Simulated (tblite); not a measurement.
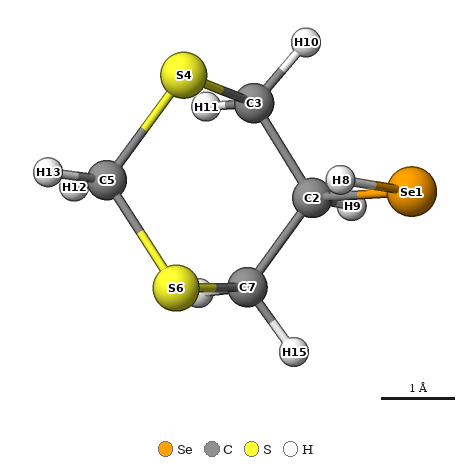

**Figure 1.** The input geometry (ball-and-stick view, seen at a tilt; atoms are numbered from 1 in the order of the input). Bond lengths as drawn: C–C 1.54 to 1.55 Å, C–H 1.10 to 1.12 Å, C–S 1.81 to 1.84 Å, C–Se 1.95 Å and H–Se 1.54 Å.

**C4H8S2Se: geometry relaxation**

The run: geometry relaxation of C4H8S2Se, SMILES [SeH]C1CSCSC1. Method and program: GFN2-xTB geometry optimisation, gas phase (tblite 0.8.0).

## The program's output
```
step      E/eV     max force
  0    -606.50471    1.304
  1    -606.60808    0.826
  2    -606.66251    0.335
  3    -606.67044    0.215
  4    -606.67786    0.187
  5    -606.68214    0.168
  6    -606.68576    0.114
  7    -606.68715    0.097
  8    -606.68802    0.070
  9    -606.68874    0.075
 10    -606.68952    0.089
 11    -606.69029    0.106
 12    -606.69108    0.083
 13    -606.69193    0.092
 14    -606.69288    0.098
 15    -606.69393    0.117
 16    -606.69501    0.105
 17    -606.69598    0.080
 18    -606.69669    0.073
 19    -606.69710    0.067
 20    -606.69733    0.048
 21    -606.69752    0.042
 22    -606.69771    0.042
 23    -606.69787    0.034
 24    -606.69787    0.034
 25    -606.69794    0.024
 26    -606.69806    0.027
 27    -606.69811    0.034
 28    -606.69826    0.047
 29    -606.69838    0.044
 30    -606.69853    0.032
 31    -606.69870    0.043
 32    -606.69892    0.052
 33    -606.69912    0.040
 34    -606.69923    0.021
 35    -606.69928    0.018
 36    -606.69932    0.022
 37    -606.69937    0.020
 38    -606.69941    0.013
 39    -606.69943    0.012
 40    -606.69945    0.011
 41    -606.69947    0.013
 42    -606.69950    0.018
 43    -606.69953    0.021
 44    -606.69956    0.018
 45    -606.69958    0.013
 46    -606.69960    0.012
 47    -606.69962    0.013
 48    -606.69964    0.010
 49    -606.69965    0.009
 50    -606.69966    0.010
 51    -606.69967    0.009
 52    -606.69968    0.009
 53    -606.69968    0.011
 54    -606.69969    0.011
 55    -606.69970    0.008
 56    -606.69971    0.006
 57    -606.69971    0.003
```

## Trajectory as extended XYZ (Å, eV, eV/Å), 12 frames, from step=0 to step=57
```
15
Properties=species:S:1:pos:R:3:forces:R:3 step=0 energy=-606.50471
Se   -2.5629   -0.1577   -0.4797    0.0660   1.0930  -0.4290
C    -0.8528   -0.8277    0.1627    0.9960  -0.4840   0.6890
C    -0.3003   -0.0247    1.3647   -0.8640  -0.1370   0.1900
S     0.1016    1.7162    0.9303    0.1650  -0.6450   0.4100
C     1.4113    1.2813   -0.2406    0.5000   0.4880  -0.2750
S     0.6641    0.5688   -1.7487    0.3420  -0.3250   0.2900
C     0.1805   -1.0016   -0.9607   -0.0900  -0.5830   0.0860
H    -2.0071    1.2035   -0.9311   -0.3810  -0.9940   0.3330
H    -1.0608   -1.8548    0.5601   -0.0710   0.5210  -0.2690
H    -1.0830   -0.0049    2.1663    0.6080   0.2050  -0.6280
H     0.5872   -0.5218    1.7799   -0.0990   0.2490  -0.1810
H     2.1471    0.5840    0.2048   -0.5130   0.2610  -0.2060
H     1.9385    2.2159   -0.5211   -0.4030  -0.5070   0.0750
H     1.0902   -1.5173   -0.5698   -0.4790   0.4480  -0.2310
H    -0.2582   -1.6512   -1.7391    0.2230   0.4090   0.1450
15
Properties=species:S:1:pos:R:3:forces:R:3 step=5 energy=-606.68214
Se   -2.5571   -0.1139   -0.4960   -0.0710  -0.1430   0.0520
C    -0.8268   -0.8368    0.1777   -0.0170  -0.0520   0.0420
C    -0.3086   -0.0370    1.3616   -0.0970  -0.0110   0.0830
S     0.1223    1.6823    0.9659    0.0470   0.0860   0.0590
C     1.4079    1.2896   -0.2495    0.1030   0.0720   0.0070
S     0.6967    0.5395   -1.7368    0.0560   0.0120  -0.0820
C     0.1776   -1.0131   -0.9476    0.0650  -0.0960  -0.0340
H    -2.0204    1.1507   -0.9119    0.0900   0.0840  -0.0170
H    -1.0805   -1.8414    0.5496   -0.0920   0.0640  -0.0500
H    -1.0698    0.0165    2.1431    0.0430   0.0440  -0.0700
H     0.5856   -0.5058    1.7739    0.0630  -0.0750   0.0330
H     2.1207    0.5937    0.1956   -0.0240   0.0270  -0.0120
H     1.9164    2.2116   -0.5287   -0.1550  -0.0500  -0.0220
H     1.0834   -1.5022   -0.5775   -0.0230  -0.0260   0.0250
H    -0.2518   -1.6256   -1.7414    0.0110   0.0630  -0.0130
15
Properties=species:S:1:pos:R:3:forces:R:3 step=10 energy=-606.68952
Se   -2.5608   -0.1208   -0.4924    0.0560   0.0480  -0.0060
C    -0.8239   -0.8375    0.1790   -0.0730   0.0320  -0.0400
C    -0.3063   -0.0394    1.3661    0.0210  -0.0060  -0.0230
S     0.1346    1.6849    0.9784   -0.0060  -0.0530  -0.0030
C     1.4081    1.2928   -0.2501   -0.0220   0.0020  -0.0040
S     0.7106    0.5343   -1.7408   -0.0150  -0.0370   0.0350
C     0.1827   -1.0184   -0.9476   -0.0090   0.0220   0.0110
H    -2.0094    1.1473   -0.9083    0.0020  -0.0200   0.0080
H    -1.1020   -1.8363    0.5422    0.0170  -0.0120   0.0120
H    -1.0702    0.0271    2.1392   -0.0060  -0.0060   0.0170
H     0.5867   -0.5171    1.7785   -0.0230  -0.0140   0.0230
H     2.1217    0.6001    0.1942    0.0530   0.0470  -0.0090
H     1.8914    2.2193   -0.5397    0.0020   0.0470  -0.0200
H     1.0821   -1.5123   -0.5716   -0.0010  -0.0360  -0.0060
H    -0.2499   -1.6159   -1.7491    0.0050  -0.0120   0.0030
15
Properties=species:S:1:pos:R:3:forces:R:3 step=15 energy=-606.69393
Se   -2.5524   -0.1094   -0.4928   -0.0780   0.0190  -0.0290
C    -0.8327   -0.8355    0.1753    0.0770  -0.0690   0.0540
C    -0.3067   -0.0479    1.3672   -0.0160  -0.0130   0.0210
S     0.1409    1.6727    0.9840    0.0140   0.0190   0.0200
C     1.4112    1.3020   -0.2533    0.0020   0.0090  -0.0060
S     0.7145    0.5229   -1.7334    0.0380   0.0110  -0.0210
C     0.1817   -1.0254   -0.9435   -0.0090  -0.0270  -0.0010
H    -1.9913    1.1491   -0.9055    0.0280   0.0650  -0.0220
H    -1.1134   -1.8329    0.5383   -0.0110  -0.0500   0.0180
H    -1.0699    0.0297    2.1412   -0.0290  -0.0220  -0.0150
H     0.5734   -0.5401    1.7902    0.0150   0.0080  -0.0320
H     2.1518    0.6347    0.1871    0.0200   0.0410  -0.0210
H     1.8634    2.2420   -0.5569   -0.0120  -0.0090   0.0060
H     1.0713   -1.5380   -0.5666    0.0000   0.0340   0.0130
H    -0.2462   -1.6157   -1.7532   -0.0400  -0.0170   0.0150
15
Properties=species:S:1:pos:R:3:forces:R:3 step=20 energy=-606.69733
Se   -2.5530   -0.0917   -0.4996    0.0480  -0.0030   0.0060
C    -0.8351   -0.8453    0.1792   -0.0230   0.0180  -0.0110
C    -0.3091   -0.0585    1.3708   -0.0070  -0.0090  -0.0040
S     0.1493    1.6627    0.9937   -0.0050  -0.0040  -0.0040
C     1.4132    1.3114   -0.2569    0.0080  -0.0020   0.0020
S     0.7254    0.5113   -1.7301   -0.0110  -0.0090  -0.0010
C     0.1789   -1.0351   -0.9393   -0.0020  -0.0050   0.0100
H    -1.9709    1.1632   -0.9073    0.0090   0.0050   0.0000
H    -1.1244   -1.8428    0.5401   -0.0110   0.0240  -0.0140
H    -1.0775    0.0248    2.1395    0.0040  -0.0240  -0.0050
H     0.5674   -0.5562    1.7938    0.0130   0.0100  -0.0070
H     2.1836    0.6745    0.1758   -0.0010  -0.0140   0.0040
H     1.8367    2.2616   -0.5706   -0.0250   0.0050  -0.0010
H     1.0648   -1.5515   -0.5602    0.0090   0.0170   0.0010
H    -0.2537   -1.6204   -1.7508   -0.0090  -0.0090   0.0230
15
Properties=species:S:1:pos:R:3:forces:R:3 step=25 energy=-606.69794
Se   -2.5470   -0.0884   -0.5008   -0.0180   0.0030  -0.0080
C    -0.8362   -0.8448    0.1791    0.0130   0.0040   0.0000
C    -0.3093   -0.0603    1.3712    0.0040  -0.0060  -0.0020
S     0.1496    1.6611    0.9942   -0.0120  -0.0080   0.0040
C     1.4138    1.3115   -0.2572   -0.0130  -0.0050  -0.0010
S     0.7255    0.5090   -1.7298   -0.0090  -0.0020  -0.0020
C     0.1785   -1.0367   -0.9379    0.0050   0.0000   0.0060
H    -1.9663    1.1665   -0.9078    0.0190   0.0150  -0.0020
H    -1.1286   -1.8419    0.5385   -0.0070   0.0180  -0.0070
H    -1.0789    0.0193    2.1390    0.0170  -0.0080   0.0050
H     0.5690   -0.5566    1.7919    0.0030   0.0030  -0.0010
H     2.1876    0.6777    0.1748   -0.0100   0.0020  -0.0040
H     1.8290    2.2650   -0.5723   -0.0080  -0.0090   0.0010
H     1.0659   -1.5498   -0.5583    0.0020   0.0000   0.0020
H    -0.2570   -1.6236   -1.7465    0.0130  -0.0070   0.0110
15
Properties=species:S:1:pos:R:3:forces:R:3 step=31 energy=-606.69870
Se   -2.5448   -0.0783   -0.5069    0.0120  -0.0150   0.0110
C    -0.8370   -0.8411    0.1773    0.0280  -0.0250   0.0210
C    -0.3064   -0.0624    1.3721   -0.0120  -0.0050   0.0030
S     0.1433    1.6603    0.9955    0.0050   0.0010   0.0020
C     1.4043    1.3097   -0.2580    0.0120   0.0120  -0.0060
S     0.7197    0.5078   -1.7321    0.0020  -0.0070   0.0020
C     0.1815   -1.0376   -0.9360   -0.0140  -0.0140   0.0040
H    -1.9553    1.1727   -0.9082    0.0170   0.0370  -0.0120
H    -1.1360   -1.8359    0.5349   -0.0080  -0.0120   0.0010
H    -1.0704    0.0113    2.1456   -0.0070  -0.0050   0.0000
H     0.5755   -0.5567    1.7891   -0.0060   0.0030  -0.0280
H     2.1787    0.6761    0.1728   -0.0100  -0.0060   0.0030
H     1.8216    2.2617   -0.5728   -0.0040   0.0180  -0.0050
H     1.0703   -1.5477   -0.5541   -0.0110   0.0240   0.0110
H    -0.2495   -1.6319   -1.7411   -0.0050  -0.0050  -0.0060
15
Properties=species:S:1:pos:R:3:forces:R:3 step=36 energy=-606.69932
Se   -2.5374   -0.0687   -0.5105    0.0010   0.0200  -0.0030
C    -0.8365   -0.8427    0.1785   -0.0210   0.0000  -0.0070
C    -0.3056   -0.0650    1.3730    0.0020  -0.0070  -0.0060
S     0.1387    1.6595    0.9967   -0.0020  -0.0010  -0.0040
C     1.3979    1.3106   -0.2600   -0.0010   0.0010   0.0010
S     0.7149    0.5052   -1.7335   -0.0020   0.0030   0.0010
C     0.1818   -1.0405   -0.9338    0.0010   0.0010   0.0050
H    -1.9426    1.1838   -0.9103    0.0020  -0.0100   0.0050
H    -1.1441   -1.8359    0.5332    0.0050  -0.0090   0.0070
H    -1.0653    0.0028    2.1514   -0.0020  -0.0010  -0.0070
H     0.5813   -0.5568    1.7806    0.0050  -0.0060   0.0010
H     2.1692    0.6740    0.1717    0.0090   0.0130  -0.0020
H     1.8144    2.2633   -0.5746    0.0000  -0.0010  -0.0010
H     1.0732   -1.5411   -0.5471    0.0040  -0.0040   0.0060
H    -0.2445   -1.6406   -1.7374   -0.0020   0.0020   0.0050
15
Properties=species:S:1:pos:R:3:forces:R:3 step=41 energy=-606.69947
Se   -2.5364   -0.0629   -0.5115   -0.0060  -0.0110   0.0050
C    -0.8391   -0.8439    0.1782    0.0110   0.0010   0.0030
C    -0.3053   -0.0672    1.3722   -0.0020   0.0050   0.0010
S     0.1368    1.6584    0.9962    0.0000  -0.0080   0.0030
C     1.3963    1.3114   -0.2606    0.0020   0.0020  -0.0010
S     0.7131    0.5046   -1.7332    0.0010  -0.0070   0.0030
C     0.1816   -1.0414   -0.9321   -0.0010   0.0010  -0.0030
H    -1.9366    1.1862   -0.9101    0.0100   0.0050   0.0000
H    -1.1457   -1.8375    0.5338   -0.0060   0.0070  -0.0060
H    -1.0642    0.0001    2.1511    0.0020   0.0000   0.0020
H     0.5833   -0.5586    1.7776   -0.0080  -0.0010  -0.0020
H     2.1697    0.6772    0.1708    0.0060   0.0050  -0.0010
H     1.8117    2.2643   -0.5757   -0.0050   0.0050  -0.0030
H     1.0737   -1.5398   -0.5434   -0.0080  -0.0010   0.0000
H    -0.2433   -1.6429   -1.7352    0.0030  -0.0020  -0.0020
15
Properties=species:S:1:pos:R:3:forces:R:3 step=46 energy=-606.69960
Se   -2.5364   -0.0598   -0.5104    0.0050   0.0090  -0.0060
C    -0.8403   -0.8441    0.1779   -0.0090  -0.0010  -0.0020
C    -0.3058   -0.0686    1.3718   -0.0010  -0.0070   0.0010
S     0.1366    1.6564    0.9964    0.0080   0.0060   0.0050
C     1.3964    1.3128   -0.2612   -0.0020   0.0010   0.0000
S     0.7134    0.5026   -1.7323    0.0090   0.0020  -0.0060
C     0.1808   -1.0424   -0.9315    0.0010  -0.0040   0.0030
H    -1.9286    1.1866   -0.9088   -0.0060  -0.0050   0.0010
H    -1.1493   -1.8370    0.5323   -0.0030  -0.0040   0.0010
H    -1.0638   -0.0019    2.1516   -0.0010   0.0030   0.0020
H     0.5820   -0.5619    1.7756    0.0050   0.0000   0.0060
H     2.1744    0.6836    0.1695   -0.0030   0.0020  -0.0020
H     1.8066    2.2675   -0.5783   -0.0080   0.0010  -0.0020
H     1.0714   -1.5406   -0.5400    0.0060  -0.0040  -0.0010
H    -0.2418   -1.6453   -1.7347   -0.0020   0.0030  -0.0010
15
Properties=species:S:1:pos:R:3:forces:R:3 step=51 energy=-606.69967
Se   -2.5356   -0.0568   -0.5115    0.0030  -0.0030  -0.0010
C    -0.8417   -0.8446    0.1777    0.0060   0.0010   0.0020
C    -0.3059   -0.0703    1.3724    0.0020   0.0020   0.0010
S     0.1380    1.6554    0.9984   -0.0040  -0.0070   0.0000
C     1.3957    1.3139   -0.2619    0.0000   0.0000   0.0000
S     0.7154    0.5009   -1.7326   -0.0050  -0.0050   0.0050
C     0.1808   -1.0438   -0.9307    0.0010   0.0010   0.0000
H    -1.9246    1.1875   -0.9084   -0.0020   0.0080  -0.0040
H    -1.1528   -1.8373    0.5315    0.0010   0.0030   0.0000
H    -1.0634   -0.0026    2.1528    0.0010   0.0000  -0.0010
H     0.5822   -0.5638    1.7759   -0.0020  -0.0020   0.0020
H     2.1762    0.6876    0.1681    0.0030   0.0020  -0.0010
H     1.8014    2.2700   -0.5804   -0.0010   0.0020   0.0000
H     1.0712   -1.5420   -0.5383   -0.0020  -0.0030  -0.0020
H    -0.2414   -1.6462   -1.7346   -0.0010   0.0010   0.0020
15
Properties=species:S:1:pos:R:3:forces:R:3 step=57 energy=-606.69971
Se   -2.5336   -0.0554   -0.5132   -0.0020   0.0010   0.0000
C    -0.8412   -0.8446    0.1781    0.0010  -0.0010   0.0000
C    -0.3054   -0.0713    1.3732   -0.0010   0.0000   0.0000
S     0.1383    1.6540    0.9993    0.0010   0.0020   0.0010
C     1.3953    1.3145   -0.2622    0.0000   0.0000   0.0000
S     0.7156    0.4993   -1.7319    0.0010   0.0020  -0.0010
C     0.1812   -1.0448   -0.9299    0.0010   0.0000  -0.0020
H    -1.9240    1.1902   -0.9095    0.0000   0.0010  -0.0010
H    -1.1540   -1.8369    0.5312    0.0000   0.0000   0.0020
H    -1.0633   -0.0030    2.1530   -0.0010  -0.0020   0.0010
H     0.5818   -0.5658    1.7773   -0.0010   0.0010   0.0000
H     2.1784    0.6908    0.1668    0.0010   0.0010   0.0010
H     1.7977    2.2718   -0.5818    0.0000   0.0000   0.0000
H     1.0710   -1.5446   -0.5382    0.0000  -0.0010  -0.0010
H    -0.2421   -1.6460   -1.7340   -0.0010  -0.0030   0.0010
```

The run was set up as follows.

## The input
```
{"job": {"xc": "GFN2-xTB", "basis": "xTB", "kind": "relax"}, "charge": 0, "multiplicity": 1}
Se    -2.562900    -0.157700    -0.479700
C     -0.852800    -0.827700     0.162700
C     -0.300300    -0.024700     1.364700
S      0.101600     1.716200     0.930300
C      1.411300     1.281300    -0.240600
S      0.664100     0.568800    -1.748700
C      0.180500    -1.001600    -0.960700
H     -2.007100     1.203500    -0.931100
H     -1.060800    -1.854800     0.560100
H     -1.083000    -0.004900     2.166300
H      0.587200    -0.521800     1.779900
H      2.147100     0.584000     0.204800
H      1.938500     2.215900    -0.521100
H      1.090200    -1.517300    -0.569800
H     -0.258200    -1.651200    -1.739100
```

The first line tells a small driver script what to run in tblite; the rest is the geometry in Å.

Launch command:
```bash
OMP_NUM_THREADS=1 python <driver script> task.json out
```

## Summary

| quantity | value |
| --- | --- |
| outcome | converged |
| total energy | −606.6997 eV |
| hardware | 1 CPU thread, shared host |
| peak memory | 0.18 GiB |
